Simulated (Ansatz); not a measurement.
**TiClF4: geometry relaxation**

- system: TiClF4, multiplicity 2
- method: UKS BHLYP/def2-SVP (Ansatz 0.2.0)

The input holds or restrains some coordinates. It belongs to a series of runs on one base structure; here: pulled along the bonds that form and break, towards end B. Figures and captions count atoms from 1; the log counts them from 0 in places.

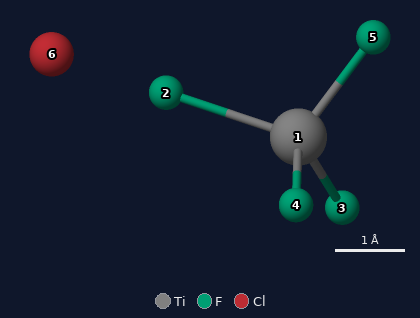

Fig. 1: The starting structure (ball-and-stick view, seen at a tilt; atoms are numbered from 1 in the order of the input). Sticks mark near contacts. Bond lengths as drawn: F–Ti 1.83 to 2.08 Å.

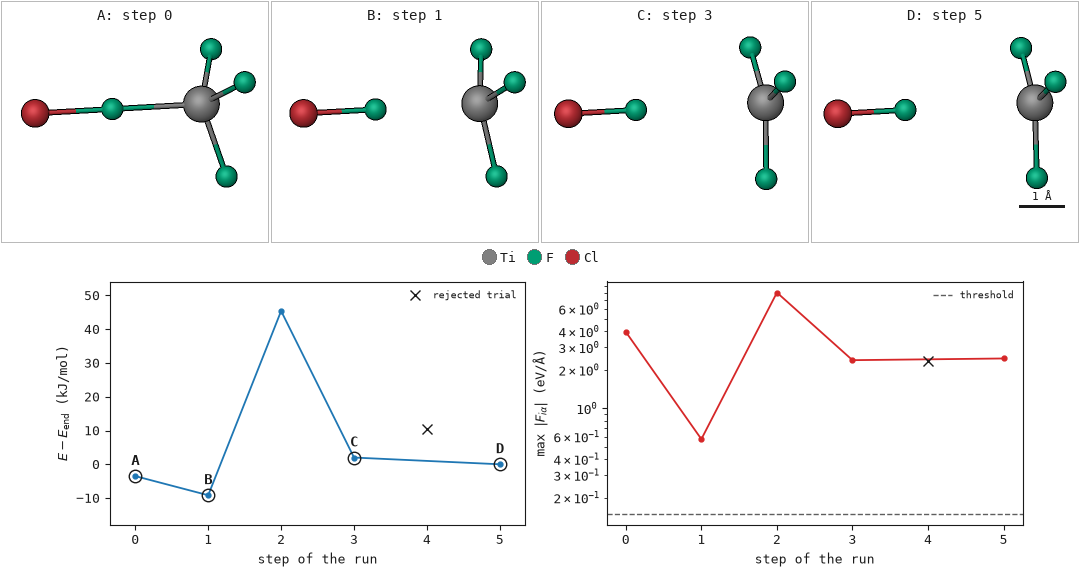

Fig. 2: Frames of the restrained relaxation (ball-and-stick view, seen at a tilt) above the curves, on which the letters mark them (the first geometry is step 0 here and step 1 in the log).

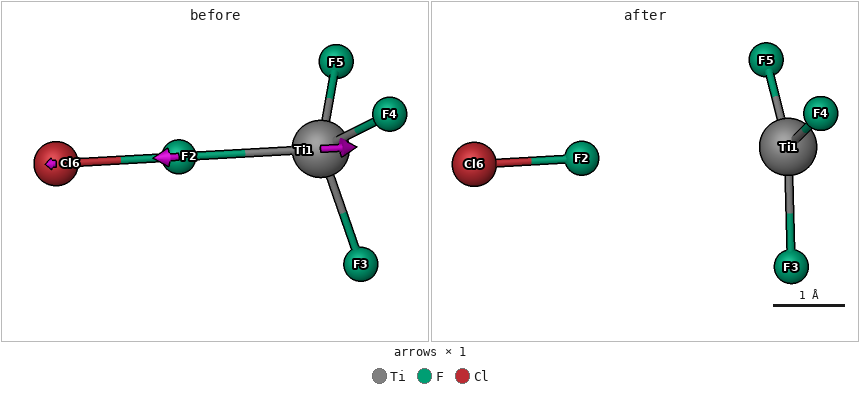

Fig. 3: Before (left) and after (right) the restrained relaxation, at one scale (ball-and-stick view, seen at a tilt). The pink arrows give the displacements, at true length. The energy rises by 3.50 kJ/mol in 5 geometry steps. The largest force component goes from 4 to 2.5 eV/Å. The line search rejected the trial step at point 4 (counted from 0) and went back. The atom that moves furthest after the best rigid fit is Ti1 (0.55 Å). By element the largest moves are Ti 0.55 Å, F 0.40 Å, Cl 0.17 Å. Among the contacts that change: Ti1–F2 2.080 → 3.025 Å, F2–Cl6 1.800 → 1.576 Å, Ti1–F3 1.830 → 1.761 Å. Bonds break: Ti1–F2 (2.08 → 3.03 Å). Among the angles that change: F3–Ti1–F4 109.5° → 119.9°. (Atoms are counted from 1 in the order of the input.)

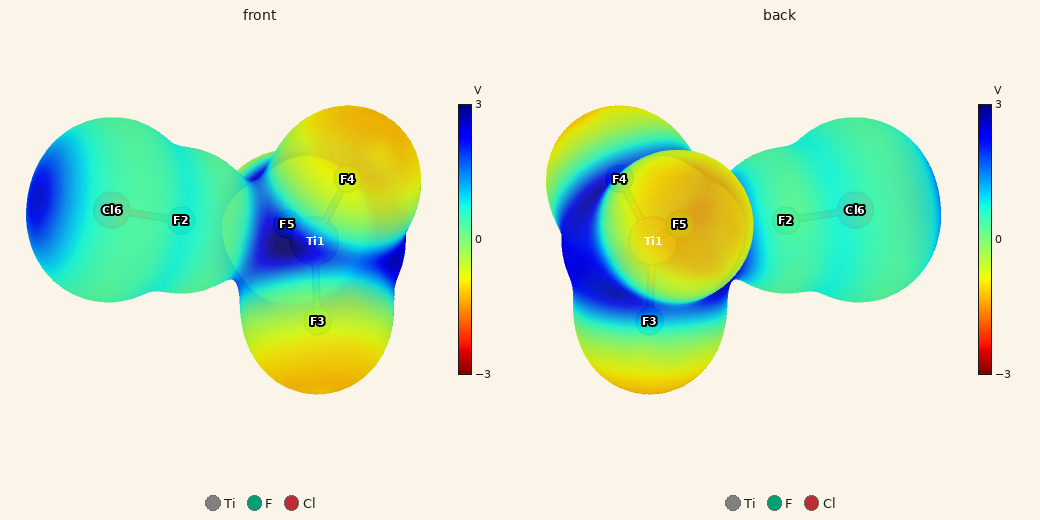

Fig. 4: The electrostatic potential painted on the density surface at 0.002 e/bohr³, seen at a tilt and from behind; red is negative and blue positive.

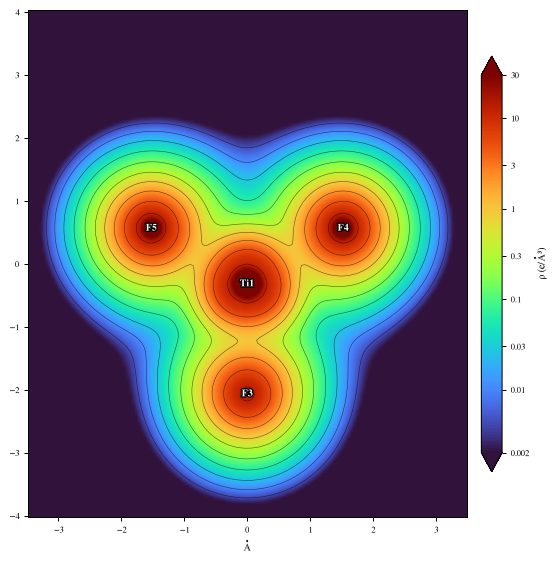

Fig. 5: Total electron density on the plane of atoms F4, Ti1 and F5. The section cuts through Ti and F sites.

These pictures come from the run below.

Input
```yaml
crystal:
  periodic: [false, false, false]
  atoms:
    - { symbol: Ti, position_ang: [0.0, 0.0, 0.0] }
    - { symbol: F, position_ang: [0.0, 0.0, 2.08] }
    - { symbol: F, position_ang: [1.7257, 0.0, -0.6094] }
    - { symbol: F, position_ang: [-0.8619, 1.4933, -0.6094] }
    - { symbol: F, position_ang: [-0.8619, -1.4933, -0.6094] }
    - { symbol: Cl, position_ang: [0.0, 0.0, 3.88] }
magnetization:
  spin_polarized: true
  initial_magnetization: 1
basis:
  gaussian: { orbitals: def2-SVP }
hamiltonian:
  xc: { name: BHLYP }
relax:
  f_tol: 0.15
  max_steps: 25
  restrain:
    - { distance: [1, 5], at: 1.5, k: 30.0 }
    - { distance: [0, 1], at: 3.03, k: 30.0 }
output:
  orbitals: {}
```

Launched with:
```bash
ansatz run input.yaml --threads 4 --pin off --max-ram 5120MiB --backend cpu --events-out ev --progress --plain --runs-dir out
```

The program's output
```
The last accepted step is kept in [file] (removed where the run ends without a failure and the disk answers)
Engine: ansatz 0.2.0, aarch64-unknown-linux-gnu
Functional definition: BHLYP
  parameter a = 0.5
  exchange = (1 - a)*b88_x + a*exact_x
  correlation = lyp_c
1123 factors; integrals over basis functions are off by at most 3.2e-4 eV
mean field evaluation 1: about -46474.6499 eV, gradient 5.2e1 eV
mean field evaluation 2: about -46000.6900 eV, gradient 3.1e2 eV
mean field evaluation 4: about -46484.4951 eV, gradient 2.5e1 eV
mean field evaluation 8: about -46487.6080 eV, gradient 7.1e-1 eV
mean field evaluation 16: about -46487.7187 eV, gradient 5.6e-3 eV
mean field evaluation 32: about -46487.6617 eV, gradient 2.9e0 eV
mean field -46487.71867830 eV, -1708.3921509202 hartree, gradient 2.4e-5 eV, S^2 0.779974; 6 other end points of the search recorded, 0 dependent functions left out
the calculation of the forces begins
reference -46487.71891381 eV, -1708.3921595750 hartree; 38, 37 occupied and 67, 68 virtual orbitals, 1123 factors
relax step   1: F+E_penalty+E_count = -46487.71867830 eV  Δ(F+E_penalty+E_count) = +0.000e0 eV  max|allowed force component| = 3.965e0 eV/Å  E_restraint = 14.88750000 eV  max|allowed force component, restraints' pulls added| = 3.353e1 eV/Å  Δτ_max = 0.0000 Å  (149 SCF iters, accepted)
  distance F 1 - Cl 5 = 1.8000 Å
  distance Ti 0 - F 1 = 2.0800 Å
these checks for a lower state are left out or cut short: starts, cluster_reference, orbital_swaps, neighbouring_geometries, increment
1123 factors; integrals over basis functions are off by at most 4.4e-4 eV
mean field -46487.77736366 eV, -1708.3943075673 hartree, gradient 8.6e-6 eV, S^2 0.755643; 0 other end points of the search recorded, 0 dependent functions left out
the calculation of the forces begins
reference -46487.77759905 eV, -1708.3943162178 hartree; 38, 37 occupied and 67, 68 virtual orbitals, 1123 factors
relax step   2: F+E_penalty+E_count = -46487.77736366 eV  Δ(F+E_penalty+E_count) = -5.869e-2 eV  max|allowed force component| = 5.744e-1 eV/Å  E_restraint = 5.81966013 eV  max|allowed force component, restraints' pulls added| = 2.305e1 eV/Å  Δτ_max = 0.1949 Å  (82 SCF iters, accepted)
  distance F 1 - Cl 5 = 1.6795 Å
  distance Ti 0 - F 1 = 2.4335 Å
these checks for a lower state are left out or cut short: starts, cluster_reference, orbital_swaps, neighbouring_geometries, increment
1125 factors; integrals over basis functions are off by at most 5.3e-4 eV
mean field evaluation 64: about -46487.0768 eV, gradient 1.0e0 eV
mean field -46487.21197603 eV, -1708.3735299551 hartree, gradient 2.2e-5 eV, S^2 0.751975; 0 other end points of the search recorded, 0 dependent functions left out
the calculation of the forces begins
reference -46487.21221106 eV, -1708.3735385924 hartree; 38, 37 occupied and 67, 68 virtual orbitals, 1125 factors
relax step   3: F+E_penalty+E_count = -46487.21197603 eV  Δ(F+E_penalty+E_count) = +5.654e-1 eV  max|allowed force component| = 8.052e0 eV/Å  E_restraint = 0.76908653 eV  max|allowed force component, restraints' pulls added| = 8.610e0 eV/Å  Δτ_max = 0.1949 Å  (71 SCF iters, accepted)
  distance F 1 - Cl 5 = 1.4784 Å
  distance Ti 0 - F 1 = 2.8046 Å
these checks for a lower state are left out or cut short: starts, cluster_reference, orbital_swaps, neighbouring_geometries, increment
1123 factors; integrals over basis functions are off by at most 7.5e-4 eV
mean field -46487.66170363 eV, -1708.3900571396 hartree, gradient 2.2e-5 eV, S^2 0.752106; 0 other end points of the search recorded, 0 dependent functions left out
the calculation of the forces begins
reference -46487.66193922 eV, -1708.3900657972 hartree; 38, 37 occupied and 67, 68 virtual orbitals, 1123 factors
relax step   4: F+E_penalty+E_count = -46487.66170363 eV  Δ(F+E_penalty+E_count) = -4.497e-1 eV  max|allowed force component| = 2.382e0 eV/Å  E_restraint = 0.08972401 eV  max|allowed force component, restraints' pulls added| = 6.875e-1 eV/Å  Δτ_max = 0.1944 Å  (79 SCF iters, accepted)
  distance F 1 - Cl 5 = 1.5773 Å
  distance Ti 0 - F 1 = 3.0278 Å
these checks for a lower state are left out or cut short: starts, cluster_reference, orbital_swaps, neighbouring_geometries, increment
1123 factors; integrals over basis functions are off by at most 7.4e-4 eV
mean field -46487.57459312 eV, -1708.3868558873 hartree, gradient 1.1e-5 eV, S^2 0.752100; 0 other end points of the search recorded, 0 dependent functions left out
the calculation of the forces begins
reference -46487.57483231 eV, -1708.3868646775 hartree; 38, 37 occupied and 67, 68 virtual orbitals, 1123 factors
relax step   5: F+E_penalty+E_count = -46487.57459312 eV  Δ(F+E_penalty+E_count) = +8.711e-2 eV  max|allowed force component| = 2.344e0 eV/Å  E_restraint = 0.09773667 eV  max|allowed force component, restraints' pulls added| = 9.732e-1 eV/Å  Δτ_max = 0.1611 Å  (79 SCF iters, rejected (line search))
  distance F 1 - Cl 5 = 1.5807 Å
  distance Ti 0 - F 1 = 3.0291 Å
these checks for a lower state are left out or cut short: starts, cluster_reference, orbital_swaps, neighbouring_geometries, increment
1123 factors; integrals over basis functions are off by at most 7.6e-4 eV
mean field evaluation 96: about -46487.6817 eV, gradient 4.3e-1 eV
mean field -46487.68237660 eV, -1708.3908168570 hartree, gradient 2.4e-5 eV, S^2 0.752054; 0 other end points of the search recorded, 0 dependent functions left out
the calculation of the forces begins
reference -46487.68261355 eV, -1708.3908255648 hartree; 38, 37 occupied and 67, 68 virtual orbitals, 1123 factors
relax step   6: F+E_penalty+E_count = -46487.68237660 eV  Δ(F+E_penalty+E_count) = -2.067e-2 eV  max|allowed force component| = 2.456e0 eV/Å  E_restraint = 0.08637302 eV  max|allowed force component, restraints' pulls added| = 4.002e-2 eV/Å  Δτ_max = 0.0273 Å  (66 SCF iters, accepted)
  distance F 1 - Cl 5 = 1.5757 Å
  distance Ti 0 - F 1 = 3.0252 Å
1123 factors; integrals over basis functions are off by at most 7.6e-4 eV
mean field evaluation 128: about -46487.6824 eV, gradient 3.4e-5 eV
mean field -46487.68237660 eV, -1708.3908168570 hartree, gradient 2.4e-5 eV, S^2 0.752054; 5 other end points of the search recorded, 0 dependent functions left out
the calculation of the forces begins
reference -46487.68261355 eV, -1708.3908255648 hartree; 38, 37 occupied and 67, 68 virtual orbitals, 1123 factors
Total energy: -46487.68261355 eV, -1708.3908255648 hartree
Atom 0 at     0.000665    -0.000000    -0.548303 Å, force    -0.001282     0.000000     0.181274 eV/Å
Atom 1 at    -0.001090     0.000000     2.476900 Å, force    -0.002318     0.000000    -2.455844 eV/Å
Atom 2 at     1.759890    -0.000000    -0.616581 Å, force     0.021216    -0.000000    -0.005952 eV/Å
Atom 3 at    -0.879059     1.523498    -0.616422 Å, force    -0.010036     0.017873    -0.006040 eV/Å
Atom 4 at    -0.879059    -1.523498    -0.616422 Å, force    -0.010036    -0.017873    -0.006040 eV/Å
Atom 5 at     0.000553    -0.000000     4.052630 Å, force     0.002456    -0.000000     2.292602 eV/Å
Dipole moment:     0.000380    -0.000000     0.451371 e Å
```

Trajectory as extended XYZ (Å, eV, eV/Å), 6 frames, from step=1 to step=6
```
6
Properties=species:S:1:pos:R:3:forces:R:3 step=1 energy=-46487.71868
Ti    0.0000    0.0000    0.0000    0.0249   0.0000  -1.7726
F     0.0000    0.0000    2.0800   -0.0010   0.0000  -3.9652
F     1.7257    0.0000   -0.6094   -2.6599   0.0000   1.1624
F    -0.8619    1.4933   -0.6094    1.3179  -2.2842   1.1558
F    -0.8619   -1.4933   -0.6094    1.3179   2.2842   1.1558
Cl    0.0000    0.0000    3.8800    0.0003   0.0000   2.2639
6
Properties=species:S:1:pos:R:3:forces:R:3 step=2 energy=-46487.77736
Ti    0.0003    0.0000   -0.1949    0.0198   0.0000  -0.5744
F     0.0000    0.0000    2.2387    0.0000   0.0000  -0.2280
F     1.7216    0.0000   -0.6100   -0.2977   0.0000   0.2766
F    -0.8600    1.4899   -0.6101    0.1389  -0.2404   0.2717
F    -0.8600   -1.4899   -0.6101    0.1389   0.2404   0.2717
Cl    0.0000    0.0000    3.9182    0.0001   0.0000  -0.0176
6
Properties=species:S:1:pos:R:3:forces:R:3 step=3 energy=-46487.21198
Ti    0.0005    0.0000   -0.3710    0.0044   0.0000  -0.1834
F    -0.0001    0.0000    2.4336   -0.0003   0.0000  -8.0525
F     1.7430    0.0000   -0.6142    0.1188   0.0000   0.0917
F    -0.8708    1.5087   -0.6143   -0.0616   0.1074   0.0910
F    -0.8708   -1.5087   -0.6143   -0.0616  -0.1074   0.0910
Cl    0.0000    0.0000    3.9120    0.0004   0.0000   7.9621
6
Properties=species:S:1:pos:R:3:forces:R:3 step=4 energy=-46487.66170
Ti    0.0007    0.0000   -0.5654   -0.0025   0.0000   0.1980
F    -0.0009    0.0000    2.4623   -0.0017   0.0000  -2.3821
F     1.7828    0.0000   -0.6018   -0.6875   0.0000  -0.0092
F    -0.8906    1.5433   -0.6014    0.3450  -0.5965  -0.0095
F    -0.8906   -1.5433   -0.6014    0.3450   0.5965  -0.0095
Cl    0.0004    0.0000    4.0396    0.0019   0.0000   2.2123
6
Properties=species:S:1:pos:R:3:forces:R:3 step=5 energy=-46487.57459 accepted=F
Ti    0.0005    0.0000   -0.4091   -0.0058   0.0000  -0.9421
F     0.0004    0.0000    2.6200    0.0006   0.0000  -2.3441
F     1.7592    0.0000   -0.7594   -0.9732   0.0000   0.3786
F    -0.8790    1.5231   -0.7602    0.4895  -0.8468   0.3802
F    -0.8790   -1.5231   -0.7602    0.4895   0.8468   0.3802
Cl   -0.0001    0.0000    4.2007   -0.0006   0.0000   2.1474
6
Properties=species:S:1:pos:R:3:forces:R:3 step=6 energy=-46487.68238
Ti    0.0007    0.0000   -0.5483   -0.0013   0.0000   0.1813
F    -0.0011    0.0000    2.4769   -0.0023   0.0000  -2.4558
F     1.7599    0.0000   -0.6166    0.0212   0.0000  -0.0060
F    -0.8791    1.5235   -0.6164   -0.0100   0.0179  -0.0060
F    -0.8791   -1.5235   -0.6164   -0.0100  -0.0179  -0.0060
Cl    0.0006    0.0000    4.0526    0.0025   0.0000   2.2926
```

Results in brief

| quantity | value |
| --- | --- |
| outcome | converged under the restraints of the input |
| total energy | −46487.6826 eV |
| mean-field energy | −46487.6826 eV |
| ⟨S²⟩ | 0.752 |
| largest force (length of the vector) at the end, held atoms and coordinates included | 2.456 eV/Å |
| hardware | 4 threads of Arm Neoverse V2, 24 GiB of memory available, shared host |
| wall time | 27 s (CPU time 1.7 min) |
| peak memory | 0.42 GiB |
